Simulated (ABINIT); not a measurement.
# CdS (Greenockite): G0W0 on several meshes in ABINIT

Wanted: mesh dependence and cost of G0W0 for CdS (Greenockite).

Program: ABINIT 10.8.3. Level of theory: PBE and many-body steps on it, plane waves. Results are calculated unless marked as measured.

## Step 1: Starting point

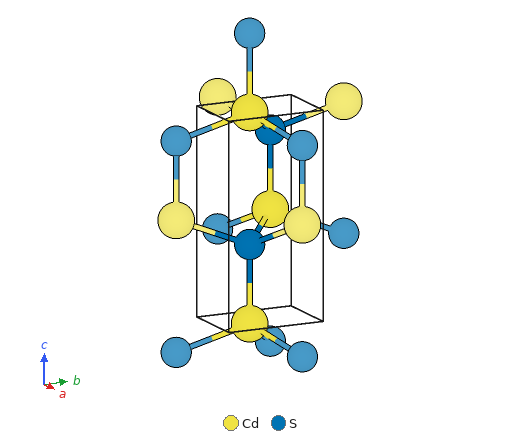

The cell as given, slightly off an axis (cadmium yellow, sulfur blue). Some periodic images of atoms are drawn too.

The cell and positions come from the Crystallography Open Database and are kept as given unless a step says otherwise.

## Step 2: Empty states on the mesh, 3×3×2 mesh, 531 bands

This step: ABINIT 10.8.3; DFT, PBE, plane waves, norm-conserving pseudopotentials.

The sums over transitions need many empty states on a uniform mesh; this step solves for them.

Input file run.abi:

```
acell 3*1.0 Angstrom
rprim 
  4.137000000025 -0.000000000006 0.000000000000
  -2.068500000008 3.582747095481 0.000000000000
  0.000000000000 0.000000000000 6.714400000000
ntypat 2
znucl 48 16
natom 4
typat 1 1 2 2
xred 
  0.666666666667 0.333333333333 0.000000000000
  0.333333333333 0.666666666667 0.500000000000
  0.666666666667 0.333333333333 0.375000000000
  0.333333333333 0.666666666667 0.875000000000
pp_dirpath "pseudos"
pseudos "Cd.upf, S.upf"
ecut 47
ngkpt 3 3 2
nshiftk 1
shiftk 0 0 0
kptopt 1
chksymbreak 0
iscf -2
irdden 1
istwfk *1
nband 531
nbdbuf 48
tolwfr 1e-09
nstep 60
prtvol 0
indata_prefix "in"
outdata_prefix "out"
tmpdata_prefix "tmp"
```

The run is started by

```sh
$ OMP_NUM_THREADS=1 mpirun -n 4 abinit run.abi > log
```

Numbers of over 12 decimals in the logs are rounded to 6 here.

Log:

```text
.Version 10.8.3 of ABINIT. v10.8.2 released Aug 2026.

 Symmetries : space group P6_3 m c (#186); Bravais hP (primitive hexag.)
[... echo of the input left out ...]
== DATASET  1 ==================================================================
-   mpi_nproc: 4, omp_nthreads: 1 (-1 if OMP is not activated)

--- !DatasetInfo
iteration_state: {dtset: 1, }
dimensions: {natom: 4, nkpt: 6, mband: 531, nsppol: 1, nspinor: 1, nspden: 1, mpw: 10374, }
cutoff_energies: {ecut:  47.0, pawecutdg:  -1.0, }
[...]
5.95640    5.95662    5.96560    5.96582    5.98941    5.99103    5.99476    5.99937
   6.00198    6.00339    6.01698    6.01879    6.02288    6.02535    6.02712    6.02906
   6.03055    6.03355    6.03735
 prteigrs : prtvol=0 or 1, do not print more k-points.

== END DATASET(S) ==============================================================
================================================================================

 -outvars: echo values of variables after computation  --------
            nband         531
             nkpt           6
          spgroup         186
 [... the other variables as echoed above ...]

 Calculation completed.
```

Wall time 21 min (4 MPI ranks of Arm Neoverse V1, shared host); peak memory 0.98 GiB; 83 min of CPU time.

Numbers from this step:

| Quantity | Value |
| --- | --- |
| gap | 1.198 eV |
| k of the valence top | 0, 0, 0 |
| k of the conduction bottom | 0, 0, 0 |
| least direct gap | 1.198 eV |
| k points computed | 6 |
| lowest point of the top converged band, above the valence top | 150.9386 eV |

On this mesh the gap is 1.198 eV.

The density comes from a self-consistent run that is not shown.

## Step 3: Screening, 3×3×2 mesh, 116 bands, screening to 68.6 eV

The RPA dielectric matrix is built and inverted for each q.

This step: RPA screening on PBE, plane waves, norm-conserving pseudopotentials.

run.abi, as its differences from that of step 2:

```diff
@@ -22,10 +22,11 @@
 chksymbreak 0
-iscf -2
-irdden 1
 istwfk *1
-nband 531
-nbdbuf 48
-tolwfr 1e-09
-nstep 60
-prtvol 0
+occopt 1
+irdwfk 1
+optdriver 3
+nband 116
+ecuteps 2.52
+inclvkb 2
+awtr 1
+symchi 1
 indata_prefix "in"
```

Log:

```text
.Version 10.8.3 of ABINIT. v10.8.2 released Aug 2026.

 Symmetries : space group P6_3 m c (#186); Bravais hP (primitive hexag.)
[... echo of the input left out ...]
== DATASET  1 ==================================================================
-   mpi_nproc: 4, omp_nthreads: 1 (-1 if OMP is not activated)

--- !DatasetInfo
iteration_state: {dtset: 1, }
dimensions: {natom: 4, nkpt: 6, mband: 116, nsppol: 1, nspinor: 1, nspden: 1, mpw: 10374, }
cutoff_energies: {ecut:  47.0, pawecutdg:  -1.0, }
electrons: {nelect:   5.20000000E+01, charge:   0.00000000E+00, occopt:   1.00000000E+00, tsmear:   1.00000000E-02, }

 SCREENING: Calculation of the susceptibility and dielectric matrices

 Based on a program developped by R.W. Godby, V. Olevano, G. Onida, and L. Reining.
 Incorporated in ABINIT by V. Olevano, G.-M. Rignanese, and M. Torrent.
.Using double precision arithmetic ; gwpc =  8

[... cell and pseudopotentials left out ...]
--------------------------------------------------------------------------------

 ==== K-mesh for the wavefunctions ====
 Number of points in the irreducible wedge :     6
[... list of points left out ...]
 Together with 12 symmetry operations and time-reversal symmetry
 yields    18 points in the full Brillouin Zone.

 ==== Q-mesh for the screening function ====
 Number of points in the irreducible wedge :     6
[... list of points left out ...]
 Together with 12 symmetry operations and time-reversal symmetry
 yields    18 points in the full Brillouin Zone.

 setmesh: FFT mesh size selected  =    25x   25x   48
          total number of points  =        30000

 vcoul_init : cutoff-mode = AUXILIARY_FUNCTION
 q-points for optical limit:   1
     1)      0.000010    0.000020    0.000030

- screening: taking advantage of time-reversal symmetry
- Maximum band index for partially occupied states nbvw = 26
- Remaining bands to be divided among processors   nbcw = 90
- Number of bands treated by each node ~22

 Number of electrons calculated from density =   52.0000; Expected =   52.0000
 average of density, n =  0.077428
 r_s =    1.4555
 omega_plasma =   26.8414 [eV]

 calculating chi0 at frequencies [eV] :
  1    0.000000E+00    0.000000E+00
  2    0.000000E+00    2.684136E+01

--------------------------------------------------------------------------------
  q-point number  1        q = ( 0.000000, 0.000000, 0.000000) [r.l.u.]
--------------------------------------------------------------------------------
[... chi0 elements left out ...]
 For q-point:  0.000010 0.000020 0.000030
  dielectric constant =  13.6459
  dielectric constant without local fields =  14.3577

  Average fulfillment of the sum rule on Im[epsilon] for q-point    1 :     49.10  [%]
[... wings left out ...]
  q-point number  2        q = ( 0.333333, 0.000000, 0.000000) [r.l.u.]
--------------------------------------------------------------------------------
[... chi0 elements left out ...]
  Average fulfillment of the sum rule on Im[epsilon] for q-point    2 :     53.98  [%]

 [... 4 further q-points ...]
```

It took 39 s on 4 MPI ranks; peak memory 1.2 GiB.

This step gave:

```
ε∞ with local fields, on this mesh, along the program's q direction : 13.65
the same without local fields                                       : 14.36
plasma frequency                                                    : 26.84 eV
plane waves in the screening matrix                                 : 135
```

Local fields lower ε∞ by 5 %. On a Γ-centred mesh this coarse the value itself is usually too large, while a short band sum pulls it down.

## Step 4: 3×3×2

The self-energy is evaluated for the states that the input lists, and the levels follow from it, in one-shot runs by the linearised quasiparticle equation.

This step: G0W0 on PBE, plane waves, norm-conserving pseudopotentials.

run.abi, as its differences from that of step 3:

```diff
@@ -25,8 +25,17 @@
 irdwfk 1
-optdriver 3
+optdriver 4
 nband 116
+gwcalctyp 0
+ecutsigx 47
+symsigma 1
+nkptgw 2
+kptgw 
+  0.0000000000 0.0000000000 0.0000000000
+  0.0000000000 0.0000000000 0.5000000000
+bdgw 
+  25 28
+  23 28
 ecuteps 2.52
-inclvkb 2
-awtr 1
-symchi 1
+irdscr 1
+ppmodel 1
 indata_prefix "in"
```

Log:

```text
.Version 10.8.3 of ABINIT. v10.8.2 released Aug 2026.

 Symmetries : space group P6_3 m c (#186); Bravais hP (primitive hexag.)
[... echo of the input left out ...]
== DATASET  1 ==================================================================
-   mpi_nproc: 4, omp_nthreads: 1 (-1 if OMP is not activated)

--- !DatasetInfo
iteration_state: {dtset: 1, }
dimensions: {natom: 4, nkpt: 6, mband: 116, nsppol: 1, nspinor: 1, nspden: 1, mpw: 10374, }
cutoff_energies: {ecut:  47.0, pawecutdg:  -1.0, }
electrons: {nelect:   5.20000000E+01, charge:   0.00000000E+00, occopt:   1.00000000E+00, tsmear:   1.00000000E-02, }

 SIGMA: Calculation of the GW corrections

 Based on a program developped by R.W. Godby, V. Olevano, G. Onida, and L. Reining.
 Incorporated in ABINIT by V. Olevano, G.-M. Rignanese, and M. Torrent.
.Using double precision arithmetic ; gwpc =  8

[... cell and pseudopotentials left out ...]
--------------------------------------------------------------------------------

 ==== K-mesh for the wavefunctions ====
 Number of points in the irreducible wedge :     6
[... list of points left out ...]
 Together with 12 symmetry operations and time-reversal symmetry
 yields    18 points in the full Brillouin Zone.

 ==== Q-mesh for screening function ====
 Number of points in the irreducible wedge :     6
[... list of points left out ...]
 Together with 12 symmetry operations and time-reversal symmetry
 yields    18 points in the full Brillouin Zone.

 vcoul_init : cutoff-mode = AUXILIARY_FUNCTION
 q-points for optical limit:   1
     1)      0.000010    0.000020    0.000030
 setmesh: FFT mesh size selected  =    45x   45x   80
          total number of points  =       162000

 Number of electrons calculated from density =   52.0000; Expected =   52.0000
 average of density, n =  0.077428
 r_s =    1.4555
 omega_plasma =   26.8414 [eV]

 === KS Band Gaps ===
  >>>> For spin  1
   Minimum direct gap =   1.1981 [eV], located at k-point      :   0.0000  0.0000  0.0000
   Fundamental gap    =   1.1981 [eV], Top of valence bands at :   0.0000  0.0000  0.0000
                                       Bottom of conduction at :   0.0000  0.0000  0.0000
 SIGMA fundamental parameters:
 PLASMON POLE MODEL  1
 number of plane-waves for SigmaX                10251
 number of plane-waves for SigmaC and W            135
 number of plane-waves for wavefunctions         10251
 number of bands                                   116
 number of independent spin polarizations            1
 number of spinorial components                      1
 number of k-points in IBZ                           6
 number of q-points in IBZ                           6
 number of symmetry operations                      12
 number of k-points in BZ                           18
 number of q-points in BZ                           18
 number of frequencies for dSigma/dE                 9
 frequency step for dSigma/dE [eV]                0.25
 number of omega for Sigma on real axis              0
 max omega for Sigma on real axis  [eV]           0.00
 zcut for avoiding poles [eV]                     0.10

 EPSILON^-1 parameters (SCR file):
 dimension of the eps^-1 matrix on file            135
 dimension of the eps^-1 matrix used               135
 number of plane-waves for wavefunctions         10251
 number of bands                                   116
 number of q-points in IBZ                           6
 number of frequencies                               2
 number of real frequencies                          1
 number of imag frequencies                          1

 matrix elements of self-energy operator (all in [eV])

 Perturbative Calculation

--- !SelfEnergy_ee
iteration_state: {dtset: 1, }
kpoint     : [   0.000,    0.000,    0.000, ]
spin       : 1
KS_gap     :    1.198
QP_gap     :    2.026
Delta_QP_KS:    0.828
data: !SigmaeeData |
     Band     E0 <VxcDFT>   SigX SigC(E0)      Z dSigC/dE  Sig(E)    E-E0       E
       25   4.369 -15.331 -18.293   2.576   0.784  -0.275 -15.634  -0.302   4.067
       26   4.369 -15.331 -18.293   2.576   0.784  -0.275 -15.634  -0.302   4.067
       27   5.567 -10.684  -6.575  -3.463   0.815  -0.226 -10.158   0.526   6.093
       28   7.145 -11.042  -6.562  -3.687   0.817  -0.224 -10.394   0.648   7.792

--- !SelfEnergy_ee
iteration_state: {dtset: 1, }
kpoint     : [   0.000,    0.000,    0.500, ]
spin       : 1
KS_gap     :    3.241
QP_gap     :    4.202
Delta_QP_KS:    0.961
data: !SigmaeeData |
     Band     E0 <VxcDFT>   SigX SigC(E0)      Z dSigC/dE  Sig(E)    E-E0       E
       23   3.969 -14.821 -17.893   2.631   0.783  -0.277 -15.166  -0.345   3.624
       24   3.969 -14.821 -17.893   2.631   0.783  -0.277 -15.166  -0.345   3.624
       25   3.969 -14.821 -17.893   2.631   0.783  -0.277 -15.166  -0.345   3.624
       26   3.969 -14.821 -17.893   2.631   0.783  -0.277 -15.166  -0.345   3.624
       27   7.211 -11.164  -6.784  -3.621   0.811  -0.233 -10.548   0.615   7.826
       28   7.211 -11.164  -6.784  -3.621   0.811  -0.233 -10.548   0.615   7.826

== END DATASET(S) ==============================================================
================================================================================

 -outvars: echo values of variables after computation  --------
           etotal      0.0000000000E+00
            nband         116
             nkpt           6
          spgroup         186
 [... the other variables as echoed above ...]

 Calculation completed.
```

Elapsed: 6.7 s, on 4 MPI ranks; peak memory 1 GiB.

This step gave:

```
G0W0 gap on the points computed              : 2.026 eV
starting gap on the mesh                     : 1.198 eV
k of the valence top                         : 0, 0, 0
k of the conduction bottom                   : 0, 0, 0
Z at the valence top                         : 0.784
Z at the conduction bottom                   : 0.815
least direct G0W0 gap on the computed points : 2.026 eV
```

The gap on the mesh goes from 1.20 eV to 2.03 eV, a correction of +0.83 eV.

## Step 5: Empty states on the mesh, 3×3×4 mesh, 126 bands

This step: DFT, PBE, plane waves, norm-conserving pseudopotentials.

run.abi, as its differences from that of step 4:

```diff
@@ -17,3 +17,3 @@
 ecut 47
-ngkpt 3 3 2
+ngkpt 3 3 4
 nshiftk 1
@@ -22,20 +22,10 @@
 chksymbreak 0
+iscf -2
+irdden 1
 istwfk *1
-occopt 1
-irdwfk 1
-optdriver 4
-nband 116
-gwcalctyp 0
-ecutsigx 47
-symsigma 1
-nkptgw 2
-kptgw 
-  0.0000000000 0.0000000000 0.0000000000
-  0.0000000000 0.0000000000 0.5000000000
-bdgw 
-  25 28
-  23 28
-ecuteps 2.52
-irdscr 1
-ppmodel 1
+nband 126
+nbdbuf 10
+tolwfr 1e-09
+nstep 60
+prtvol 0
 indata_prefix "in"
```

Log:

```text
.Version 10.8.3 of ABINIT. v10.8.2 released Aug 2026.

 Symmetries : space group P6_3 m c (#186); Bravais hP (primitive hexag.)
[... echo of the input left out ...]
== DATASET  1 ==================================================================
-   mpi_nproc: 4, omp_nthreads: 1 (-1 if OMP is not activated)

--- !DatasetInfo
iteration_state: {dtset: 1, }
dimensions: {natom: 4, nkpt: 9, mband: 126, nsppol: 1, nspinor: 1, nspden: 1, mpw: 10374, }
cutoff_energies: {ecut:  47.0, pawecutdg:  -1.0, }
[...]
1.73250    1.74748    1.76916    1.79147    1.79147    1.80317    1.84194    1.84194
   1.89732    1.89732    1.90585    1.91623    1.91623    1.93497    1.96832    1.98781
   1.98782    2.02134    2.02179    2.02201    2.04123    2.06151
 prteigrs : prtvol=0 or 1, do not print more k-points.

== END DATASET(S) ==============================================================
================================================================================

 -outvars: echo values of variables after computation  --------
            nband         126
             nkpt           9
          spgroup         186
 [... the other variables as echoed above ...]

 Calculation completed.
```

Elapsed: 2.8 min, on 4 MPI ranks; peak memory 0.53 GiB.

Numbers from this step:

- gap: 1.198 eV
- k of the valence top: 0, 0, 0
- k of the conduction bottom: 0, 0, 0
- least direct gap: 1.198 eV
- k points computed: 9
- lowest point of the top converged band, above the valence top: 47.48 eV

On this mesh the gap is 1.198 eV.

## Step 6: Screening, 3×3×4 mesh, 116 bands, screening to 68.6 eV

This step: RPA screening on PBE, plane waves, norm-conserving pseudopotentials.

run.abi, as its differences from that of step 5:

```diff
@@ -22,10 +22,11 @@
 chksymbreak 0
-iscf -2
-irdden 1
 istwfk *1
-nband 126
-nbdbuf 10
-tolwfr 1e-09
-nstep 60
-prtvol 0
+occopt 1
+irdwfk 1
+optdriver 3
+nband 116
+ecuteps 2.52
+inclvkb 2
+awtr 1
+symchi 1
 indata_prefix "in"
```

Log:

```text
.Version 10.8.3 of ABINIT. v10.8.2 released Aug 2026.

 Symmetries : space group P6_3 m c (#186); Bravais hP (primitive hexag.)
[... echo of the input left out ...]
== DATASET  1 ==================================================================
-   mpi_nproc: 4, omp_nthreads: 1 (-1 if OMP is not activated)

--- !DatasetInfo
iteration_state: {dtset: 1, }
dimensions: {natom: 4, nkpt: 9, mband: 116, nsppol: 1, nspinor: 1, nspden: 1, mpw: 10374, }
cutoff_energies: {ecut:  47.0, pawecutdg:  -1.0, }
electrons: {nelect:   5.20000000E+01, charge:   0.00000000E+00, occopt:   1.00000000E+00, tsmear:   1.00000000E-02, }

 SCREENING: Calculation of the susceptibility and dielectric matrices

 Based on a program developped by R.W. Godby, V. Olevano, G. Onida, and L. Reining.
 Incorporated in ABINIT by V. Olevano, G.-M. Rignanese, and M. Torrent.
.Using double precision arithmetic ; gwpc =  8

[... cell and pseudopotentials left out ...]
--------------------------------------------------------------------------------

 ==== K-mesh for the wavefunctions ====
 Number of points in the irreducible wedge :     9
[... list of points left out ...]
 Together with 12 symmetry operations and time-reversal symmetry
 yields    36 points in the full Brillouin Zone.

 ==== Q-mesh for the screening function ====
 Number of points in the irreducible wedge :     9
[... list of points left out ...]
 Together with 12 symmetry operations and time-reversal symmetry
 yields    36 points in the full Brillouin Zone.

 setmesh: FFT mesh size selected  =    25x   25x   48
          total number of points  =        30000

 vcoul_init : cutoff-mode = AUXILIARY_FUNCTION
 q-points for optical limit:   1
     1)      0.000010    0.000020    0.000030

- screening: taking advantage of time-reversal symmetry
- Maximum band index for partially occupied states nbvw = 26
- Remaining bands to be divided among processors   nbcw = 90
- Number of bands treated by each node ~22

 Number of electrons calculated from density =   52.0000; Expected =   52.0000
 average of density, n =  0.077428
 r_s =    1.4555
 omega_plasma =   26.8414 [eV]

 calculating chi0 at frequencies [eV] :
  1    0.000000E+00    0.000000E+00
  2    0.000000E+00    2.684136E+01

--------------------------------------------------------------------------------
  q-point number  1        q = ( 0.000000, 0.000000, 0.000000) [r.l.u.]
--------------------------------------------------------------------------------
[... chi0 elements left out ...]
 For q-point:  0.000010 0.000020 0.000030
  dielectric constant =  10.4269
  dielectric constant without local fields =  11.1152

  Average fulfillment of the sum rule on Im[epsilon] for q-point    1 :     49.09  [%]
[... wings left out ...]
  q-point number  2        q = ( 0.333333, 0.000000, 0.000000) [r.l.u.]
--------------------------------------------------------------------------------
[... chi0 elements left out ...]
  Average fulfillment of the sum rule on Im[epsilon] for q-point    2 :     53.95  [%]

 [... 7 further q-points ...]
```

Elapsed: 76 s, on 4 MPI ranks; peak memory 1.6 GiB; 5 min of CPU time.

This step gave:

* ε∞ with local fields, on this mesh, along the program's q direction: 10.43
* the same without local fields: 11.12
* plasma frequency: 26.84 eV
* plane waves in the screening matrix: 135

(Part 1 of 2 ends here.)

[Paths, hosts, dates, memory and timing lines, banners, echoed tables and standing remarks are left out of the program output.]

[Logs are printed without paths, hosts, clocks, repeated set-up lines and the standing remarks that a program may print on its own settings, such as how far it seeks lower states.]

[Runs of the session that timed out or met a known fault of the program may be left out.]

[Hosts, paths, dates, database ids (printed as entryN), source tags and the programs' standing remarks are cut or masked in the printed files.]

[G0W0 gaps are taken among the corrected bands and points alone; a level outside them can change the order at an edge.]

[Where Ansatz stands beside ABINIT at settings called matched, ABINIT's density can come from a denser mesh and the files from another edition; pairs whose starting gaps differed by over 0.03 eV were left out, so agreement reads better than it is.]
